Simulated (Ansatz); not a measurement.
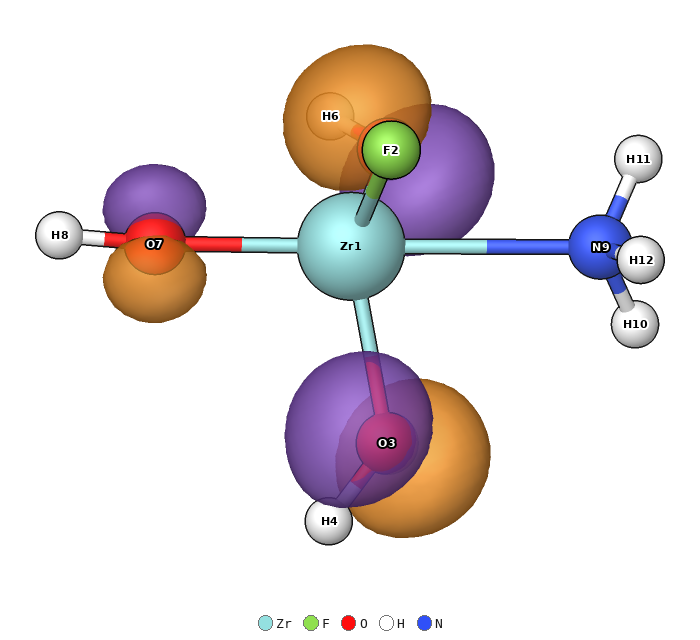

*FH6NO3Zr. The HOMO at ±0.15 Å⁻³ᐟ² (orange and purple are the two phases), seen at a tilt.*

Core potentials replace the inner electrons of Zr.

Computed with RKS B3LYP/def2-SVP in Ansatz 0.2.0.

Input file:

```
crystal:
  periodic: [false, false, false]
  atoms:
    - { symbol: Zr, position_ang: [0.09787, 0.511301, -0.369959] }
    - { symbol: F, position_ang: [0.806351, -0.82418, 2.431331] }
    - { symbol: O, position_ang: [1.637307, -0.463162, -1.015745] }
    - { symbol: H, position_ang: [2.225191, -1.134048, -1.371054] }
    - { symbol: O, position_ang: [-0.858365, 1.427585, -1.779099] }
    - { symbol: H, position_ang: [-1.420423, 1.642465, -2.525942] }
    - { symbol: O, position_ang: [-1.228402, -0.628865, 0.503041] }
    - { symbol: H, position_ang: [-1.033216, -1.139913, 1.302051] }
    - { symbol: "N", position_ang: [0.874159, 1.911904, 1.101619] }
    - { symbol: H, position_ang: [1.858488, 2.183917, 1.123365] }
    - { symbol: H, position_ang: [0.333469, 2.68489, 1.48891] }
    - { symbol: H, position_ang: [0.872771, 0.107904, 2.433982] }
basis:
  gaussian: { orbitals: def2-SVP }
hamiltonian:
  xc: b3lyp
relax:
  f_tol: 0.03
  max_steps: 50
output:
  orbitals: {}
```

Run with:

```sh
ansatz run input.yaml --threads 4 --pin off --max-ram 5120MiB --backend cpu --events-out ev --progress --plain --runs-dir out
```

The fields are those of the run's last geometry, not of the input's.

Where does this orbital lie, and at what energy?

Answer. It lies mainly on O5 (about 40 %), O3 (about 40 %) and O7 (about 10 %); largely a combination of lone pairs on O5, O3 and O7. Its energy is −7.61 eV.
